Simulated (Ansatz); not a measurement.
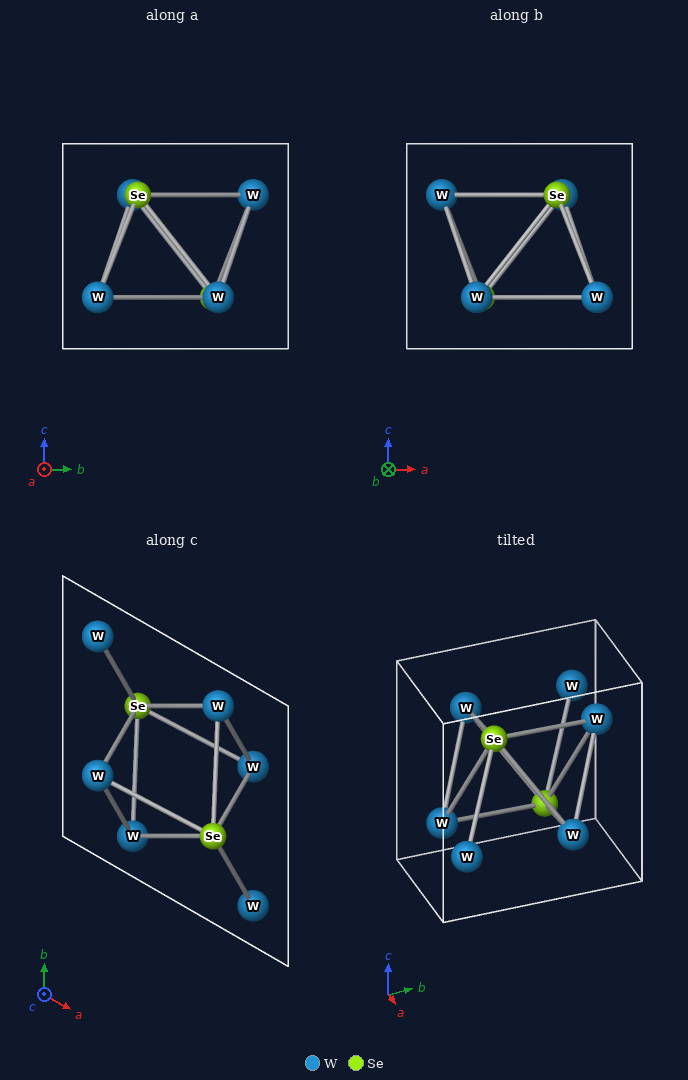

The image is a ball-and-stick drawing of a crystal, viewed along the a axis, along the b axis, along the c axis and slightly off an axis. The frame is the conventional unit cell; atoms at its boundary are shown with their periodic copies.

Lattice parameters: a = 5.837 Å, b = 5.837 Å, c = 4.594 Å, α = 90.00°, β = 90.00°, γ = 120.00°.

**Express the structure as a table of Wyckoff sites, with free fractional coordinates to two decimals.**

Space group P6_3/mmc (No. 194).
```json
{"atom": "W", "site": "6h", "x": "0.84", "y": "0.69", "z": "0.25"}
{"atom": "Se", "site": "2c", "x": "0.3333", "y": "0.6667", "z": "0.25"}
```

It goes back to a structure type filled with these elements by a generator (whether the compound takes this form wasn't checked). It was relaxed with Ansatz, DFT PBE, scalar-relativistic, plane waves, PAW.
